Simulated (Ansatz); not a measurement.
# A workflow on CH4ClInS (SMILES [CH3][In]([SH])[Cl])

We compute a series of 32 runs (BCCD(T)/3-21G, RPA@PBE/3-21G, MP2/3-21G, UHF/3-21G) of CH4ClInS. 

The calculation is run with Ansatz 0.2.0.

1 further run of the same task is left out (set aside as unsound or not needed).

## Step 1: The structure to begin with

CH4ClInS has 8 atoms, charge 0, and is taken as a singlet. SMILES: `[CH3][In]([SH])[Cl]`. The H7–C1 distance was set to 0.926 Å, away from the relaxed value.

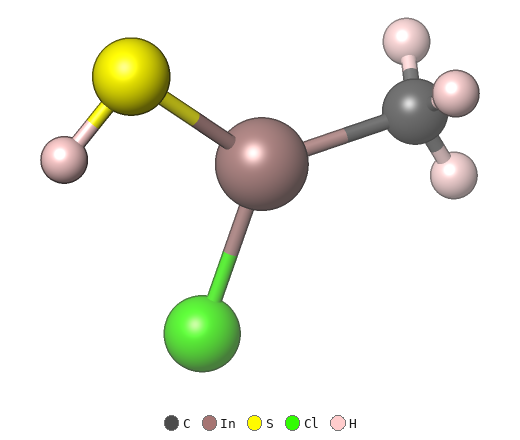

Viewed from a chosen angle; carbon dark grey, indium brown, sulfur yellow, chlorine green, hydrogen pink.

## Step 2: Energy and forces at BCCD(T)/3-21G (run 1)

Contents of input.yaml:

```yaml
crystal:
  periodic: [false, false, false]
  atoms:
    - {symbol: C, position_ang: [-0.014093, 1.553253, -0.549574]}
    - {symbol: In, position_ang: [0.057507, -0.500547, 0.008226]}
    - {symbol: S, position_ang: [1.777507, -1.739947, 1.075526]}
    - {symbol: Cl, position_ang: [-1.789293, -1.872747, -0.442774]}
    - {symbol: H, position_ang: [-0.952493, 1.748353, -1.065774]}
    - {symbol: H, position_ang: [0.053007, 2.173953, 0.343926]}
    - {symbol: H, position_ang: [0.700000, 1.748500, -1.106500]}
    - {symbol: H, position_ang: [1.049907, -2.869547, 1.049226]}
basis:
  gaussian: {orbitals: 3-21G.json}
output: {forces: true}
magnetization: {spin_polarized: false, initial_magnetization: 0}
correlation: {method: bccd_t}
```

The basis set 3-21G is read from a file made from the Basis Set Exchange's data (not shown).

Started as:

```console
ansatz run input.yaml --threads 1 --pin off --max-ram 2610MiB --events-out events.jsonl --progress --plain --runs-dir runs
```

What it wrote, cut to the lines that bear on the results:

```text
Warning: RAYON_NUM_THREADS=1 ignored (pool sized by the plan → 1); use --threads N
Functional definition: HF
  name "HF"
[...]
884 factors; integrals over basis functions are off by at most 9.8e-4 eV
[...]
mean field -179813.42666316 eV, -6608.0215479531 hartree, gradient 3.5e-6 eV, S^2 0.000000; 0 other end points of the search recorded, 0 dependent functions left out
29 core orbitals not correlated: weight in the atoms' cores, before any rotation towards them, 1.000 or more for the frozen orbitals, at most 0.000 for the correlated occupied ones
reference -179813.42666316 eV, -6608.0215479531 hartree; 17, 17 occupied and 30, 30 virtual orbitals, 884 factors
second order -6.06426730 eV of doubles, -0.00000000 eV of singles
cycle   1  -6.69819285 eV  change   -6.3e-1 eV  update   7.9e-2
[...]
cycle  10  -7.00438692 eV  change    2.1e-6 eV  update   4.0e-6
perturbative correction -0.16201882 eV, -0.0059540819 hartree
[...]
Total energy: -179820.59306890 eV, -6608.2849085065 hartree
Atom 0 at    -0.014093     1.553253    -0.549574 Å, force    -6.888643    -1.622855     5.413077 eV/Å
Atom 1 at     0.057507    -0.500547     0.008226 Å, force     0.038458     0.979724    -0.177432 eV/Å
Atom 2 at     1.777507    -1.739947     1.075526 Å, force     1.377198     0.012861     0.596254 eV/Å
Atom 3 at    -1.789293    -1.872747    -0.442774 Å, force    -1.231692    -0.910854    -0.301371 eV/Å
Atom 4 at    -0.952493     1.748353    -1.065774 Å, force    -0.357696     0.134153    -0.039171 eV/Å
Atom 5 at     0.053007     2.173953     0.343926 Å, force    -0.154591     0.244378     0.271146 eV/Å
Atom 6 at     0.700000     1.748500    -1.106500 Å, force     7.484673     2.150908    -5.898419 eV/Å
Atom 7 at     1.049907    -2.869547     1.049226 Å, force    -0.267708    -0.988315     0.135917 eV/Å
Dipole moment:     0.169366     0.593247    -0.086311 e Å
```

Wall time 13 s (1 thread of Arm Neoverse V1, shared host); peak memory 0.26 GiB.

## Step 3: The distorted shape: energy and gradient at BCCD(T)/3-21G (run 2)

Contents of in.yaml:

```yaml
crystal:
  periodic: [false, false, false]
  atoms:
    - {symbol: C, position_ang: [-0.098113, 1.530280, -0.484046]}
    - {symbol: In, position_ang: [-0.026513, -0.523520, 0.073754]}
    - {symbol: S, position_ang: [1.693487, -1.762920, 1.141054]}
    - {symbol: Cl, position_ang: [-1.873313, -1.895720, -0.377246]}
    - {symbol: H, position_ang: [-1.036513, 1.725380, -1.000246]}
    - {symbol: H, position_ang: [-0.031013, 2.150980, 0.409454]}
    - {symbol: H, position_ang: [0.700000, 1.748500, -1.106500]}
    - {symbol: H, position_ang: [0.965887, -2.892520, 1.114754]}
basis:
  gaussian: {orbitals: 3-21G.json}
correlation: {method: bccd_t}
output: {forces: true}
total_charge: 0
```

The basis set 3-21G is read from a file made from the Basis Set Exchange's data (not shown).

Started as:

```console
ansatz run in.yaml --threads 1 --pin off --max-ram 2610MiB --events-out events.jsonl --progress --plain --runs-dir runs
```

What it wrote, cut to the lines that bear on the results:

```text
Warning: RAYON_NUM_THREADS=1 ignored (pool sized by the plan → 1); use --threads N
Functional definition: HF
  name "HF"
[...]
884 factors; integrals over basis functions are off by at most 9.9e-4 eV
[...]
mean field -179814.00425210 eV, -6608.0427739549 hartree, gradient 3.2e-6 eV, S^2 0.000000; 0 other end points of the search recorded, 0 dependent functions left out
29 core orbitals not correlated: weight in the atoms' cores, before any rotation towards them, 1.000 or more for the frozen orbitals, at most 0.000 for the correlated occupied ones
reference -179814.00425210 eV, -6608.0427739549 hartree; 17, 17 occupied and 30, 30 virtual orbitals, 884 factors
second order -6.10531019 eV of doubles, -0.00000000 eV of singles
cycle   1  -6.74022023 eV  change   -6.3e-1 eV  update   8.0e-2
[...]
cycle  10  -7.05424903 eV  change    2.2e-6 eV  update   4.0e-6
perturbative correction -0.16607423 eV, -0.0061031154 hartree
[...]
Total energy: -179821.22457535 eV, -6608.3081159404 hartree
Atom 0 at    -0.098113     1.530280    -0.484046 Å, force    -1.517576    -0.216649     1.241777 eV/Å
Atom 1 at    -0.026513    -0.523520     0.073754 Å, force     0.074123     0.978418    -0.200286 eV/Å
Atom 2 at     1.693487    -1.762920     1.141054 Å, force     1.377508     0.013807     0.595949 eV/Å
Atom 3 at    -1.873313    -1.895720    -0.377246 Å, force    -1.232905    -0.908561    -0.302675 eV/Å
Atom 4 at    -1.036513     1.725380    -1.000246 Å, force    -0.291682     0.167382    -0.129770 eV/Å
Atom 5 at    -0.031013     2.150980     0.409454 Å, force    -0.056322     0.289788     0.218789 eV/Å
Atom 6 at     0.700000     1.748500    -1.106500 Å, force     1.915308     0.663527    -1.560391 eV/Å
Atom 7 at     0.965887    -2.892520     1.114754 Å, force    -0.268454    -0.987711     0.136607 eV/Å
Dipole moment:     0.165062     0.590842    -0.083119 e Å
```

It took 13 s on 1 thread of Arm Neoverse V1, shared host; peak memory 0.26 GiB.

Runs 3 to 22 aren't shown in full; the table further down has their settings and results.

## Step 4: The distorted shape: energy and gradient at MP2/3-21G (run 23)

Contents of in.yaml:

```yaml
crystal:
  periodic: [false, false, false]
  atoms:
    - {symbol: C, position_ang: [-1.064189, 1.266136, 0.269403]}
    - {symbol: In, position_ang: [-0.992589, -0.787664, 0.827203]}
    - {symbol: S, position_ang: [0.727411, -2.027064, 1.894503]}
    - {symbol: Cl, position_ang: [-2.839389, -2.159864, 0.376203]}
    - {symbol: H, position_ang: [-2.002589, 1.461236, -0.246797]}
    - {symbol: H, position_ang: [-0.997089, 1.886836, 1.162903]}
    - {symbol: H, position_ang: [0.700000, 1.748500, -1.106500]}
    - {symbol: H, position_ang: [-0.000189, -3.156664, 1.868203]}
basis:
  gaussian:
    orbitals: 3-21G.json
correlation:
  method: mp2
output:
  forces: true
```

The basis set 3-21G is read from a file made from the Basis Set Exchange's data (not shown).

Started as:

```console
ansatz run in.yaml --threads 1 --pin off --max-ram 2610MiB --events-out events.jsonl --progress --plain --runs-dir runs
```

What it wrote, cut to the lines that bear on the results:

```text
Warning: RAYON_NUM_THREADS=1 ignored (pool sized by the plan → 1); use --threads N
Functional definition: HF
  name "HF"
[...]
886 factors; integrals over basis functions are off by at most 1.0e-3 eV
[...]
mean field -179808.69377120 eV, -6607.8476173816 hartree, gradient 3.0e-6 eV, S^2 0.000000; 0 other end points of the search recorded, 0 dependent functions left out; unrestricted orbitals would lower it
[...]
unrestricted determinant -179810.29580900 eV, -6607.9064911848 hartree, S^2 0.8620
29 core orbitals not correlated: weight in the atoms' cores, before any rotation towards them, 1.000 or more for the frozen orbitals, at most 0.000 for the correlated occupied ones
reference -179808.69377120 eV, -6607.8476173816 hartree; 17, 17 occupied and 30, 30 virtual orbitals, 886 factors
second order -6.88912031 eV of doubles, -0.00000000 eV of singles
[...]
Total energy: -179815.58289151 eV, -6608.1007878833 hartree
Atom 0 at    -1.064189     1.266136     0.269403 Å, force     1.061621     0.245660    -0.705569 eV/Å
Atom 1 at    -0.992589    -0.787664     0.827203 Å, force     0.563645     0.923442    -0.505428 eV/Å
Atom 2 at     0.727411    -2.027064     1.894503 Å, force     1.220295    -0.072401     0.553869 eV/Å
Atom 3 at    -2.839389    -2.159864     0.376203 Å, force    -1.193862    -0.815740    -0.296407 eV/Å
Atom 4 at    -2.002589     1.461236    -0.246797 Å, force     0.221358     0.485917    -0.718977 eV/Å
Atom 5 at    -0.997089     1.886836     1.162903 Å, force     0.590688     0.644928    -0.242253 eV/Å
Atom 6 at     0.700000     1.748500    -1.106500 Å, force    -2.275204    -0.584898     1.763072 eV/Å
Atom 7 at    -0.000189    -3.156664     1.868203 Å, force    -0.188541    -0.826908     0.151693 eV/Å
Dipole moment:     0.050734     0.568195    -0.013117 e Å
```

Run time: 6 s. Hardware: 1 thread of Arm Neoverse V1, shared host; peak memory 0.22 GiB.

Runs 24 to 31 aren't shown in full; the table further down has their settings and results.

## Step 5: The distorted shape: energy and gradient at UHF/3-21G (run 32)

Contents of molecule.yaml:

```yaml
basis:
  gaussian:
    orbitals: 3-21G.json
crystal:
  periodic: [false, false, false]
  atoms:
    - {symbol: C, position_ang: [-1.568232, 1.128320, 0.662510]}
    - {symbol: In, position_ang: [-1.496632, -0.925480, 1.220310]}
    - {symbol: S, position_ang: [0.223368, -2.164880, 2.287610]}
    - {symbol: Cl, position_ang: [-3.343432, -2.297680, 0.769310]}
    - {symbol: H, position_ang: [-2.506632, 1.323420, 0.146310]}
    - {symbol: H, position_ang: [-1.501132, 1.749020, 1.556010]}
    - {symbol: H, position_ang: [0.700000, 1.748500, -1.106500]}
    - {symbol: H, position_ang: [-0.504232, -3.294480, 2.261310]}
magnetization:
  spin_polarized: true
  initial_magnetization: 0
hamiltonian:
  xc: hf
output: {forces: true}
```

The basis set 3-21G is read from a file made from the Basis Set Exchange's data (not shown).

Started as:

```console
ansatz run molecule.yaml --threads 1 --pin off --max-ram 2610MiB --events-out events.jsonl --progress --plain --runs-dir runs
```

What it wrote, cut to the lines that bear on the results:

```text
Warning: RAYON_NUM_THREADS=1 ignored (pool sized by the plan → 1); use --threads N
Functional definition: HF
  name "HF"
[...]
887 factors; integrals over basis functions are off by at most 1.1e-3 eV
[...]
mean field -179810.11882713 eV, -6607.8999872211 hartree, gradient 2.2e-5 eV, S^2 0.991430; 3 other end points of the search recorded, 0 dependent functions left out
[...]
reference -179810.11882713 eV, -6607.8999872211 hartree; 46, 46 occupied and 30, 30 virtual orbitals, 887 factors
Total energy: -179810.11882713 eV, -6607.8999872211 hartree
Atom 0 at    -1.568232     1.128320     0.662510 Å, force    -1.410281    -0.230435     1.105379 eV/Å
Atom 1 at    -1.496632    -0.925480     1.220310 Å, force     0.613470     0.925758    -0.560943 eV/Å
Atom 2 at     0.223368    -2.164880     2.287610 Å, force     0.681471    -0.423074     0.438035 eV/Å
Atom 3 at    -3.343432    -2.297680     0.769310 Å, force    -0.994653    -0.667756    -0.232127 eV/Å
Atom 4 at    -2.506632     1.323420     0.146310 Å, force     0.528189     0.459823    -0.451062 eV/Å
Atom 5 at    -1.501132     1.749020     1.556010 Å, force     0.482554     0.436219    -0.560189 eV/Å
Atom 6 at     0.700000     1.748500    -1.106500 Å, force    -0.066109    -0.020910     0.052541 eV/Å
Atom 7 at    -0.504232    -3.294480     2.261310 Å, force     0.165359    -0.479625     0.208367 eV/Å
Dipole moment:     0.000665     0.602351     0.004225 e Å
```

It took 8.4 s on 1 thread of Arm Neoverse V1, shared host; peak memory 0.28 GiB.

## Step 6: The series

```
run          level      task  frozen core orbitals  bond length   energy (Eh)  correlation energy (mEh)  wall time
  1  BCCD(T)/3-21G  gradient                    29       0.9264  -6608.284909                    -263.4       13 s
  2  BCCD(T)/3-21G  gradient                    29       1.0354  -6608.308116                    -265.3       13 s
  3  BCCD(T)/3-21G    energy                    29       1.1444  -6608.309858                    -267.5      3.9 s
  4  BCCD(T)/3-21G    energy                    29       1.3078  -6608.293678                    -271.5      4.2 s
  5  BCCD(T)/3-21G  gradient                    29       1.5258  -6608.260713                    -278.4       13 s
  6  BCCD(T)/3-21G    energy                    29       1.8528  -6608.212876                    -293.5      4.5 s
  7  BCCD(T)/3-21G  gradient                    29       2.2887  -6608.170776                    -323.2       16 s
  8  BCCD(T)/3-21G  gradient                    29       2.9426  -6608.150494                    -379.4       32 s
  9  RPA@PBE/3-21G    energy                    29       0.9264  -6608.388794                    -403.7      4.2 s
 10  RPA@PBE/3-21G    energy                    29       1.0354  -6608.412625                    -406.3      4.2 s
 11  RPA@PBE/3-21G    energy                    29       1.1444  -6608.414919                    -409.2      4.2 s
 12  RPA@PBE/3-21G    energy                    29       1.3078  -6608.399411                    -414.4      4.2 s
 13  RPA@PBE/3-21G    energy                    29       1.5258  -6608.366933                    -423.1      4.2 s
 14  RPA@PBE/3-21G    energy                    29       1.8528  -6608.318130                    -439.4      4.2 s
 15  RPA@PBE/3-21G    energy                    29       2.2887  -6608.269198                    -465.3       11 s
 16  RPA@PBE/3-21G    energy                    29       2.9426  -6608.229970                    -506.0       11 s
 17      MP2/3-21G    energy                    29       0.9264  -6608.244406                    -222.9      1.7 s
 18      MP2/3-21G    energy                    29       1.0354  -6608.267140                    -224.4      1.7 s
 19      MP2/3-21G    energy                    29       1.1444  -6608.268197                    -225.9      1.7 s
 20      MP2/3-21G  gradient                    29       1.3078  -6608.250475                    -228.3      3.9 s
 21      MP2/3-21G  gradient                    29       1.5258  -6608.214343                    -232.1      3.9 s
 22      MP2/3-21G    energy                    29       1.8528  -6608.158921                    -239.6        2 s
 23      MP2/3-21G  gradient                    29       2.2887  -6608.100788                    -253.2        6 s
 24      MP2/3-21G    energy                    29       2.9426  -6608.053644                    -282.5      3.6 s
 25      UHF/3-21G    energy                     –       0.9264  -6608.021548                         –      2.4 s
 26      UHF/3-21G    energy                     –       1.0354  -6608.042774                         –      2.4 s
 27      UHF/3-21G    energy                     –       1.1444  -6608.042321                         –      2.4 s
 28      UHF/3-21G    energy                     –       1.3078  -6608.022208                         –      2.4 s
 29      UHF/3-21G  gradient                     –       1.5258  -6607.982277                         –      4.2 s
 30      UHF/3-21G  gradient                     –       1.8528  -6607.929233                         –      5.7 s
 31      UHF/3-21G    energy                     –       2.2887  -6607.906491                         –      5.7 s
 32      UHF/3-21G  gradient                     –       2.9426  -6607.899987                         –      8.4 s
```

## Step 7: Outcome

| quantity | value |
| --- | --- |
| distorted shape, run 32: total energy | -6607.89999 Eh |
| distorted shape, run 32: dipole moment | 2.89 D |
| distorted shape, run 32: ⟨S²⟩ | 0.991 |
| distorted shape, run 32: largest force on an atom | 1.807 eV/Å |

**Reading.** Below the UHF energy at the same shape and in the same basis (3-21G): BCCD(T) -250.5 mEh; MP2 -153.7 mEh. Some of these start from another determinant than that one, so these aren't their correlation energies. In runs 6, 7, 8, 15, 16, 22, 23, 24 the log says that unrestricted orbitals would lower the reference, so the values rest on an unstable closed-shell determinant (other closed-shell runs at this shape may share the fault). In runs 1, 2, 3, 4, 5, 6, 7, 8 and more relativity is left out where basis or elements ask for it. Spin contamination of the reference: run 32 ⟨S²⟩ = 0.99, run 31 ⟨S²⟩ = 0.86, run 30 ⟨S²⟩ = 0.46. Where it is this large, the reference is a mixture of spin states, and values that rest on it are in doubt. All runs together took 3.4 min, the longest 32 s.
